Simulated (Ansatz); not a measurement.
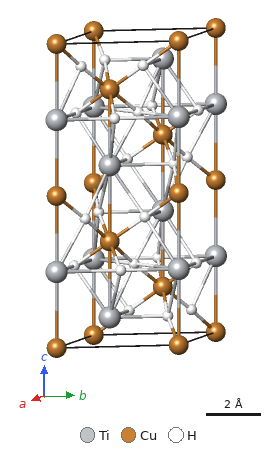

Starting structure of solid TiCuH3 (built on the rhombohedral perovskite type). The picture is a ball-and-stick view of the conventional cell (3 times the calculation's cell), seen slightly off an axis. Lengths and directions refer to the drawn axes.

Case: rhombohedral perovskite type (R-3c, No. 167).

Computed with DFT PBE, scalar-relativistic, plane waves, PAW in Ansatz 0.2.0.

The input:
```yaml
crystal:
  lattice:
    - [2.3438971588, 1.3532496556, 3.8190364155]
    - [-2.3438971588, 1.3532496556, 3.8190364155]
    - [0.0, -2.7064993112, 3.8190364155]
  atoms:
    - { symbol: Ti, position: [0.75, 0.75, 0.75] }
    - { symbol: Ti, position: [0.25, 0.25, 0.25] }
    - { symbol: Cu, position: [0.5, 0.5, 0.5] }
    - { symbol: Cu, position: [0.0, 0.0, 0.0] }
    - { symbol: H, position: [0.225, 0.275, 0.75] }
    - { symbol: H, position: [0.275, 0.75, 0.225] }
    - { symbol: H, position: [0.775, 0.725, 0.25] }
    - { symbol: H, position: [0.25, 0.775, 0.725] }
    - { symbol: H, position: [0.725, 0.25, 0.775] }
    - { symbol: H, position: [0.75, 0.225, 0.275] }
basis:
  ecutwfc: 420
kpoints:
  mp_grid: { grid: [12, 12, 12] }
hamiltonian:
  xc: pbe
scf:
  occupations: { method: gaussian, width: 0.1 }
output:
  forces: true
  stress: true
  eigenvalues: true
  write_density: true
  write_potential: true
  elf: true
  volumetric_format: npy
relax:
  adjacent_minimum: "off"
  f_tol: 0.01
  max_steps: 80
  cell: { stress_tol: 0.05 }
```

Command:
```bash
ansatz run input.yaml --threads 1 --pin off --max-ram 2560MiB --backend cpu --events-out ev --progress --plain --runs-dir out
```

Where does the relaxation end?

The largest moves relative to the cell, 0.39 Å, are those of H5, H6, H7, H8, H9 and H10. H8 goes along +b. Cu and Ti stay in place. The drawn cell changes as follows: a = b 4.688 → 4.884 Å (+4.2 %), c 11.457 → 10.857 Å (−5.2 %); the volume changes by +2.8 %. Near-neighbour distances that change, for instance: Ti1–H10 2.461 → 2.950 Å, Ti1–H10 (another image) 2.227 → 1.934 Å, Ti1–Cu3 2.864 → 2.714 Å, Ti1–Cu3 (another image) 2.870 → 2.961 Å. Bond angles that change, for instance: Cu3–H7–Cu4 171.9° → 146.3°, Ti1–H7–Ti1 174.3° → 155.0°, Ti2–H7–Cu3 94.0° → 106.9°. The space group stays R-3c (No. 167). The energy falls by 61.1 meV per atom in 8 accepted moves (10 points after the start). Largest force component: 0.2 eV/Å at the start, under 0.0001 eV/Å at the end. Pressure: 2.97 GPa at the start and 0.00 GPa at the end. The SCF was repeated twice at an unchanged geometry on a basis and grid sized afresh for the cell, which shifted the energy by 0.4 meV per atom at most. Cost: 8.4 min on 1 thread of Arm Neoverse V1 (shared host), peak memory 0.71 GiB.

Final geometry:

```
CELL_PARAMETERS angstrom
2.44178 1.40976 3.61915
-2.44178 1.40976 3.61915
0.00000 -2.81953 3.61915
ATOMIC_POSITIONS crystal
Ti 0.75000 0.75000 0.75000
Ti 0.25000 0.25000 0.25000
Cu 0.50000 0.50000 0.50000
Cu 0.00000 0.00000 0.00000
H 0.14600 0.35400 0.75000
H 0.35400 0.75000 0.14600
H 0.85400 0.64600 0.25000
H 0.25000 0.85400 0.64600
H 0.64600 0.25000 0.85400
H 0.75000 0.14600 0.35400
```

After the run, drawn alike:

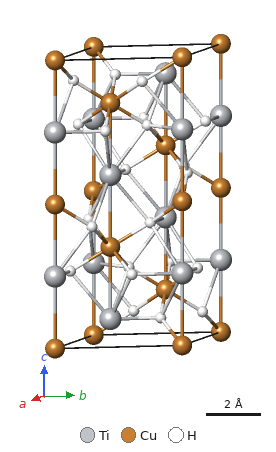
